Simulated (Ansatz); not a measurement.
# HClO (triplet): one geometry, many settings at distance Cl1–H2 along a hydrogen transfer = 1.279 Å

Aim: run HClO (triplet) at one geometry under a spread of methods and options, and see what each costs and gives.

The runs use Ansatz 0.2.0, Gaussian basis; the settings change from run to run.

10 further runs of the same task are left out: 10 that didn't finish.

**1. The system**

The geometry derives from fragments relaxed apart (PBE0/def2-TZVP) and kept rigid, so it is no stationary point. A hydrogen atom is moved between rigid fragments.

3 atoms, charge 0, spin multiplicity 3.

Atoms are counted from 1 here; the program's logs count them from 0.

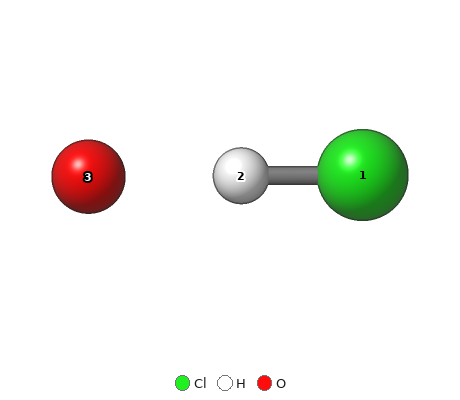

The geometry (chlorine green, hydrogen white, oxygen red); atoms are numbered from 1 in the order of the file.

**2. CASSCF(6,5)/6-31G***

The input, in.yaml:

```yaml
crystal:
  periodic: [false, false, false]
  atoms:
    - {symbol: Cl, position_ang: [0.000000, 0.000000, -1.388600]}
    - {symbol: H, position_ang: [0.000000, 0.000000, -0.109800]}
    - {symbol: O, position_ang: [0.000000, 0.000000, 1.498400]}
basis:
  gaussian: {orbitals: "6-31G*"}
magnetization: {spin_polarized: false, initial_magnetization: 2}
correlation: {active_space: {window: {electrons: 6, orbitals: 5}}}
output: {forces: true}
```

Launch:

```
ansatz run in.yaml --threads 1 --pin off --events-out ev --progress --plain --max-ram 2393MiB
```

Output:

```text
Functional definition: HF
  name "HF"
  cite "Fock, Z. Phys. 61, 126 (1930) doi:10.1007/BF01340294"
  parent pbe
  exchange = exact_x
  correlation = 0
321 factors; integrals over basis functions are off by at most 9.0e-4 eV
mean field evaluation 1: about -14551.4859 eV, gradient 1.4e1 eV
mean field evaluation 2: about -14551.4878 eV, gradient 1.4e1 eV
mean field evaluation 4: about -14553.0298 eV, gradient 4.2e0 eV
mean field evaluation 8: about -14553.2496 eV, gradient 8.7e-2 eV
mean field evaluation 16: about -14553.2624 eV, gradient 3.7e-1 eV
mean field evaluation 32: about -14553.2497 eV, gradient 1.3e-3 eV
mean field -14553.41047206 eV, -534.8279701923 hartree, gradient 2.6e-6 eV, S^2 2.000000; 7 other end points of the search recorded, 0 dependent functions left out
reference -14553.41047206 eV, -534.8279701923 hartree; 14, 12 occupied and 22, 24 virtual orbitals, 321 factors
state -14553.83416184 eV, -534.8435405044 hartree
the calculation of the forces begins
Total energy: -14553.83416184 eV, -534.8435405044 hartree
Atom 0 at     0.000000     0.000000    -1.388600 Å, force     0.000000    -0.000000    -1.177881 eV/Å
Atom 1 at     0.000000     0.000000    -0.109800 Å, force    -0.000000     0.000000    -0.479297 eV/Å
Atom 2 at     0.000000     0.000000     1.498400 Å, force     0.000000    -0.000000     1.657178 eV/Å
Dipole moment:    -0.000000     0.000000     0.508587 e Å
```

Wall time 2 s (1 thread of Intel Xeon Platinum 8175M at 2.50GHz, shared host).

From the report: 100 determinants; active occupations 2.00, 1.98, 1.00, 1.00, 0.02.

**3. HF/cc-pVDZ**

Edit in.yaml of step 2 so:

```diff
@@ -7,5 +7,5 @@
 basis:
-  gaussian: {orbitals: "6-31G*"}
+  gaussian: {orbitals: cc-pVDZ}
 magnetization: {spin_polarized: false, initial_magnetization: 2}
-correlation: {active_space: {window: {electrons: 6, orbitals: 5}}}
-output: {forces: true}
+hamiltonian: {xc: hf}
+output: {forces: true, orbitals: {seedname: orbitals}}
```

The command is unchanged.

Output, cut to the lines that bear on the results:

```text
Functional definition: HF
  name "HF"
  cite "Fock, Z. Phys. 61, 126 (1930) doi:10.1007/BF01340294"
  parent pbe
[...]
367 factors; integrals over basis functions are off by at most 1.3e-3 eV
[...]
mean field -14554.46579211 eV, -534.8667524889 hartree, gradient 6.3e-6 eV, S^2 2.000000; 3 other end points of the search recorded, 0 dependent functions left out
[...]
reference -14554.46579211 eV, -534.8667524889 hartree; 14, 12 occupied and 23, 25 virtual orbitals, 367 factors
Total energy: -14554.46579211 eV, -534.8667524889 hartree
Atom 0 at     0.000000     0.000000    -1.388600 Å, force    -0.000000    -0.000000    -0.942595 eV/Å
Atom 1 at     0.000000     0.000000    -0.109800 Å, force     0.000000     0.000000    -0.558127 eV/Å
Atom 2 at     0.000000     0.000000     1.498400 Å, force     0.000000     0.000000     1.500722 eV/Å
Dipole moment:    -0.000000    -0.000000     0.512816 e Å
```

It took 0.7 s on 1 thread of Intel Xeon Platinum 8175M at 2.50GHz, shared host.

**4. NEVPT2(16,9)/6-31G***

Edit in.yaml of step 3 so:

```diff
@@ -7,5 +7,5 @@
 basis:
-  gaussian: {orbitals: cc-pVDZ}
+  gaussian: {orbitals: "6-31G*"}
 magnetization: {spin_polarized: false, initial_magnetization: 2}
-hamiltonian: {xc: hf}
-output: {forces: true, orbitals: {seedname: orbitals}}
+correlation: {method: sc_nevpt2, electrons: all, active_space: {window: {electrons: 16, orbitals: 9}, states: [{multiplicity: 3, weights: [1, 1, 1, 1]}]}}
+scf: {lower_state_search: off}
```

Launched as before.

Output, cut to the lines that bear on the results:

```text
Functional definition: HF
  name "HF"
  cite "Fock, Z. Phys. 61, 126 (1930) doi:10.1007/BF01340294"
  parent pbe
[...]
534 factors; integrals over basis functions are off by at most 8.4e-8 eV
[...]
mean field -14553.24973630 eV, -534.8220632619 hartree, gradient 2.4e-6 eV, S^2 2.000000; 0 other end points of the search recorded, 0 dependent functions left out
reference -14553.24973630 eV, -534.8220632619 hartree; 14, 12 occupied and 22, 24 virtual orbitals, 534 factors
state -14552.94778776 eV, -534.8109668581 hartree
state -14552.84700153 eV, -534.8072630324 hartree
state -14552.83093207 eV, -534.8066724905 hartree
state -14545.70030339 eV, -534.5446267199 hartree
state -14552.94778776 eV, -534.8109668581 hartree; corrected -14559.29026636 eV, -535.0440486473 hartree
state -14552.84700153 eV, -534.8072630324 hartree; corrected -14559.11057265 eV, -535.0374450251 hartree
state -14552.83093207 eV, -534.8066724905 hartree; corrected -14559.02624028 eV, -535.0343458677 hartree
state -14545.70030339 eV, -534.5446267199 hartree; corrected -14554.89333019 eV, -534.8824642235 hartree
WARN: 5 active orbitals are nearly empty or full. The corrections depend on them more than the energy does, and are more stable in an active space without them
Total energy: -14558.08010237 eV, -534.9995759409 hartree
Checks for a lower state left out: stability, starts, cluster_reference, orbital_swaps, neighbouring_geometries, increment
```

Run time: 3.2 s. Hardware: 1 thread of Intel Xeon Platinum 8175M at 2.50GHz, shared host.

From the report: 12 determinants; active occupations (of the averaged states) 2.00, 2.00, 2.00, 2.00, 2.00, 1.75, 1.50, 1.50, 1.25. The report marks this result as in doubt.

**5. CISD/def2-TZVP**

The input, in.yaml:

```yaml
crystal:
  periodic: [false, false, false]
  atoms:
    - {symbol: Cl, position_ang: [0.000000, 0.000000, -1.388600]}
    - {symbol: H, position_ang: [0.000000, 0.000000, -0.109800]}
    - {symbol: O, position_ang: [0.000000, 0.000000, 1.498400]}
basis:
  gaussian: {orbitals: def2-TZVP}
magnetization: {spin_polarized: false, initial_magnetization: 2}
correlation: {active_space: {ras: {orbitals: [6, 2, 60], electrons: 14, max_holes: 2, max_particles: 2}, fixed_orbitals: true}}
accuracy: high
```

Launched as before.

Output:

```text
Functional definition: HF
  name "HF"
  cite "Fock, Z. Phys. 61, 126 (1930) doi:10.1007/BF01340294"
  parent pbe
  exchange = exact_x
  correlation = 0
983 factors; integrals over basis functions are off by at most 3.6e-9 eV
mean field evaluation 1: about -14552.9179 eV, gradient 1.4e1 eV
mean field evaluation 2: about -14552.9206 eV, gradient 1.4e1 eV
mean field evaluation 4: about -14554.9136 eV, gradient 4.1e0 eV
mean field evaluation 8: about -14555.1070 eV, gradient 3.9e-1 eV
mean field evaluation 16: about -14555.1086 eV, gradient 6.2e-7 eV
mean field evaluation 32: about -14555.2572 eV, gradient 1.1e-5 eV
mean field evaluation 64: about -14555.0808 eV, gradient 1.6e0 eV
mean field -14555.25723392 eV, -534.8958374390 hartree, gradient 4.6e-8 eV, S^2 2.000000; 5 other end points of the search recorded, 0 dependent functions left out
reference -14555.25723392 eV, -534.8958374390 hartree; 14, 12 occupied and 60, 62 virtual orbitals, 983 factors
state -14564.93362433 eV, -535.2514382274 hartree
Total energy: -14564.93362433 eV, -535.2514382274 hartree
```

Wall time 50 s (1 thread of Intel Xeon Platinum 8175M at 2.50GHz, shared host); peak memory 0.29 GiB.

From the report: 283,384 determinants.

**6. All runs side by side**

Where basis and cores are those of an earlier UCCSDT(Q)/cc-pVDZ run (-14562.4437 eV), and the state is the same kind, the miss against it is given. † marks a result that the program doubts.

```csv
level,correlated,functions,energy (eV),from UCCSDT(Q) (meV),time
"CASSCF(6,5)/6-31G*",,36,-14553.8342,,2 s
HF/cc-pVDZ,,37,-14554.4658,7977.9,0.7 s
"NEVPT2(16,9)/6-31G* (mean of several states) †",all,36,-14558.0801,,3.2 s
CISD/def2-TZVP,outside noble gas,74,-14564.9336,,50 s
```

**7. Outcome**

| quantity | value |
| --- | --- |
| runs | 4 |
| quickest | HF/cc-pVDZ, 0.7 s |
| slowest | CISD/def2-TZVP, 50 s |

What this shows: Total energies in different bases, with other cores or another treatment of relativity can't be set against each other. CISD/def2-TZVP took 71 times as long as HF/cc-pVDZ; the jobs differ in more than the method. Hartree-Fock, CASSCF and CASCI lack dynamic correlation by design.
